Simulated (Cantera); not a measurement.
Feed: 1 mol CH3SiCl3, 2.5 mol HCl, 8.8 mol H2, held at 7300 Pa.

Method: chemical equilibrium by Gibbs-energy minimisation in Cantera with the NASA 1993 tables (ideal gas, pure condensed phases). Candidate condensed phases: C, C6H6, C7H8, C8H18, Si, SiC; 109 gas species. The feed counts by its element totals alone. The tables' values for SiCl3, SiCl are old estimates; treat these amounts as uncertain. Rates play no part.

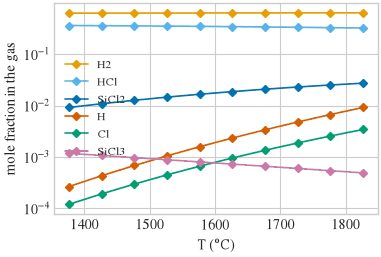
Equilibrium gas composition (values under 1e-9 drawn at 1e-9)

From 1377 °C to 1827 °C the condensed part is C(graphite) + SiC(s). The main Si-bearing gas is SiCl2 throughout. The share of Si in condensed phases is highest at 1377 °C (84.6 %) and lowest at 1827 °C (59.3 %).
